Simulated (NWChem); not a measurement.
# Si2N2H8 (SMILES N[SiH](N)[SiH3]) at 3 levels

Wanted: a comparison of 3 runs (HF/STO-3G, HF/3-21G, B3LYP/6-31G*) of Si2N2H8. 

The results are computed with NWChem 7.3.0.

### Step 1. The system as given

Si2N2H8 has 12 atoms, charge 0, and is taken as a singlet. SMILES: `N[SiH](N)[SiH3]`. The coordinates come from a PBE0-D4/def2-TZVP relaxation. This is one conformer, not always the lowest.

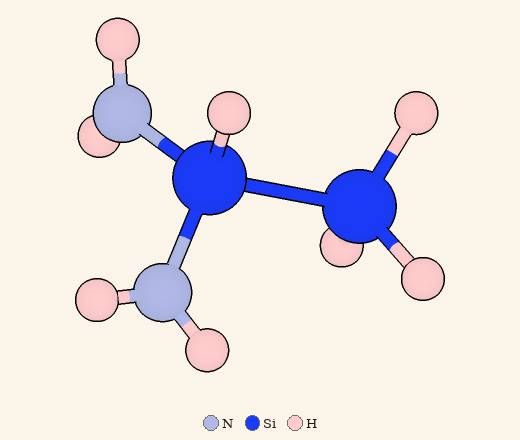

Viewed from a chosen angle; nitrogen light blue, silicon blue, hydrogen pink.

### Step 2. Energy and forces at HF/STO-3G (run 1)

test.nw reads:

```
start test
memory 2200 mb
geometry units atomic noautosym nocenter noautoz
   N  -2.12178449  2.81115658 -0.78121278
   Si  0.54197345  1.03405814 -0.25983734
   N   1.29200575  1.27613205  2.88296618
   Si  0.16402823 -3.32610695 -1.04275088
   H  -2.39107047  3.64679348 -2.46817129
   H  -3.76962567  2.38880279  0.07199857
   H   2.39844040  2.12008374 -2.09457244
   H   2.32115060 -0.06538452  3.75337403
   H   1.52028467  2.98387755  3.69517046
   H  -0.03949528 -3.81856958 -3.80760917
   H  -2.14502812 -4.36980269  0.18935056
   H   2.37462985 -4.78535347 -0.07426624
end
basis spherical bse
   * library STO-3G
end
scf
   thresh 1e-08
   maxiter 80
   print low
end
task scf gradient
```

Run with:

```
$ nwchem test.nw > test.out
```

Log:

```text
[...]
  functions       =    36
[...]
  wavefunction    = RHF
[...]
         Total SCF energy =   -683.368010069576
      One-electron energy =  -1399.900095974560
      Two-electron energy =    490.545414979899
 Nuclear repulsion energy =    225.986670925085
        Time for solution =      2.6s
[...]
                         RHF ENERGY GRADIENTS
    atom               coordinates                        gradient
                 x          y          z           x          y          z
   1 N      -2.121784   2.811157  -0.781213   -0.010815  -0.000188  -0.007952
   2 Si      0.541973   1.034058  -0.259837   -0.017311   0.024363   0.031957
   3 N       1.292006   1.276132   2.882966    0.008311  -0.002538   0.007790
   4 Si      0.164028  -3.326107  -1.042751    0.003232   0.005233   0.002362
   5 H      -2.391070   3.646793  -2.468171    0.004129  -0.002399   0.007609
   6 H      -3.769626   2.388803   0.071999    0.008355   0.001572  -0.001069
   7 H       2.398440   2.120084  -2.094572    0.018423   0.011395  -0.025488
   8 H       2.321151  -0.065385   3.753374   -0.006715   0.003669  -0.004605
   9 H       1.520285   2.983878   3.695170   -0.003825  -0.005643  -0.004595
  10 H      -0.039495  -3.818570  -3.807609   -0.002408  -0.004752  -0.033445
  11 H      -2.145028  -4.369803   0.189351   -0.028264  -0.011766   0.015556
[...]
```

It took 3.9 s on 1 thread of Intel Xeon Platinum 8375C at 2.90GHz (Ice Lake), shared host; peak memory 0.099 GiB.

### Step 3. Energy and forces at HF/3-21G (run 2)

run.xyz reads:

```xyz
12
H8N2Si2 gradient
N     -1.122800     1.487600    -0.413400
Si     0.286800     0.547200    -0.137500
N      0.683700     0.675300     1.525600
Si     0.086800    -1.760100    -0.551800
H     -1.265300     1.929800    -1.306100
H     -1.994800     1.264100     0.038100
H      1.269200     1.121900    -1.108400
H      1.228300    -0.034600     1.986200
H      0.804500     1.579000     1.955400
H     -0.020900    -2.020700    -2.014900
H     -1.135100    -2.312400     0.100200
H      1.256600    -2.532300    -0.039300
```

run.nw reads:

```
START run
TITLE "H8N2Si2 gradient"
memory 2200 mb

GEOMETRY units angstroms noautosym nocenter noautoz
  load format xyz run.xyz
END

BASIS spherical bse
  N library 3-21G
  Si library 3-21G
  H library 3-21G
END

SCF
  thresh 1e-08
  maxiter 80
  print low
END

TASK scf gradient
```

Run with:

```
$ nwchem run.nw > run.out
```

Log:

```text
[...]
  functions       =    60
[...]
  wavefunction    = RHF
[...]
         Total SCF energy =   -687.767306962288
      One-electron energy =  -1401.344662273493
      Two-electron energy =    487.590668134057
 Nuclear repulsion energy =    225.986687177148
        Time for solution =      3.2s
[...]
                         RHF ENERGY GRADIENTS
    atom               coordinates                        gradient
                 x          y          z           x          y          z
   1 N      -2.121784   2.811156  -0.781213    0.024187  -0.000450   0.015363
   2 Si      0.541973   1.034058  -0.259837   -0.008538  -0.000732   0.008977
   3 N       1.292006   1.276132   2.882966   -0.021532  -0.001934  -0.018897
   4 Si      0.164028  -3.326107  -1.042751    0.000679   0.007301   0.002032
   5 H      -2.391070   3.646793  -2.468171   -0.000632  -0.003356  -0.005243
   6 H      -3.769625   2.388803   0.071999   -0.003853  -0.004512  -0.000901
   7 H       2.398440   2.120084  -2.094572   -0.000575   0.002415  -0.000461
   8 H       2.321150  -0.065385   3.753374    0.005384  -0.001731  -0.001413
   9 H       1.520285   2.983877   3.695170    0.004644   0.003785  -0.000066
  10 H      -0.039495  -3.818569  -3.807609    0.000186   0.000200   0.000814
  11 H      -2.145028  -4.369802   0.189351    0.000597  -0.000008  -0.000160
[...]
```

Run time: 4.5 s. Hardware: 1 thread of Intel Xeon Platinum 8375C at 2.90GHz (Ice Lake), shared host; peak memory 0.098 GiB.

### Step 4. Energy and forces at B3LYP/6-31G(d) (Cartesian functions) (run 3)

a.nw reads:

```
start a
title "H8N2Si2 B3LYP"
memory total 2200 mb
charge 0
geometry noautosym nocenter noautoz
  N       -1.122800       1.487600      -0.413400
  Si       0.286800       0.547200      -0.137500
  N        0.683700       0.675300       1.525600
  Si       0.086800      -1.760100      -0.551800
  H       -1.265300       1.929800      -1.306100
  H       -1.994800       1.264100       0.038100
  H        1.269200       1.121900      -1.108400
  H        1.228300      -0.034600       1.986200
  H        0.804500       1.579000       1.955400
  H       -0.020900      -2.020700      -2.014900
  H       -1.135100      -2.312400       0.100200
  H        1.256600      -2.532300      -0.039300
end
basis cartesian
  * library 6-31G*
end
dft
  xc b3lyp
  grid xfine
  convergence energy 1e-08
  maxiter 100
  mulliken
end
task dft gradient
```

Run with:

```
$ nwchem a.nw > a.out
```

Log:

```text
[...]
          Wavefunction type:  closed shell.
          No. of atoms     :    12
          No. of electrons :    50
[...]
          Charge           :     0
          Spin multiplicity:     1
[...]
          AO basis - number of functions:    84
[...]
              XC Information
              --------------
                         B3LYP Method XC Potential
                     Hartree-Fock (Exact) Exchange  0.200
                        Slater Exchange Functional  0.800 local
                    Becke 1988 Exchange Functional  0.720 non-local
              Lee-Yang-Parr Correlation Functional  0.810
                  VWN I RPA Correlation Functional  0.190 local
[...]
 d= 0,ls=0.0,diis     1   -693.2793166192 -9.19D+02  1.41D-02  6.74D-01     6.4
[...]
 d= 0,ls=0.0,diis     8   -693.3440162786 -1.45D-09  4.85D-06  2.01D-07    43.2
         Total DFT energy =     -693.344016278610
      One electron energy =    -1406.586675671349
           Coulomb energy =      546.023394935794
    Exchange-Corr. energy =      -58.767422720203
 Nuclear repulsion energy =      225.986687177148
[...]
      Total Density - Mulliken Population Analysis
     ---------------------------------------------
    Atom       Charge   Shell Charges
 -----------   ------   -------------------------------------------------------
    1 N    7     7.84   1.99  0.77  2.55  0.82  1.68  0.02
    2 Si  14    13.34   2.00  1.99  5.96  0.99  1.75  0.12  0.30  0.22
    3 N    7     7.86   1.99  0.77  2.55  0.83  1.69  0.02
    4 Si  14    13.96   2.00  1.99  5.96  1.04  2.00  0.33  0.52  0.11
    5 H    1     0.67   0.50  0.17
    6 H    1     0.67   0.50  0.17
    7 H    1     1.12   0.52  0.60
    8 H    1     0.68   0.50  0.17
    9 H    1     0.67   0.50  0.17
   10 H    1     1.06   0.51  0.56
[...]
  wavefunction    = closed shell
[...]
```

It took 53 s on 1 thread of Intel Xeon Platinum 8375C at 2.90GHz (Ice Lake), shared host; peak memory 0.16 GiB.

### Step 5. The series

```
run                               level  Cartesian functions  iteration cap  energy (Eh)  largest force (eV/Å)  wall time
  1                           HF/STO-3G                   no             80  -683.368010                 2.250      3.9 s
  2                            HF/3-21G                   no             80  -687.767307                 1.477      4.5 s
  3  B3LYP/6-31G* (Cartesian functions)                  yes            100  -693.344016                 0.445       53 s
```

### Step 6. Outcome

| quantity | value |
| --- | --- |
| run 3: total energy | -693.34402 Eh |
| run 3: dipole moment | 1.32 D |
| run 3: HOMO energy | -6.38 eV |
| run 3: LUMO energy | 0.59 eV |
| run 3: HOMO–LUMO gap | 6.97 eV |
| run 3: largest force on an atom | 0.445 eV/Å |

In run 1 the basis is minimal, so the values are rough. All runs together took 62 s, the longest 53 s.
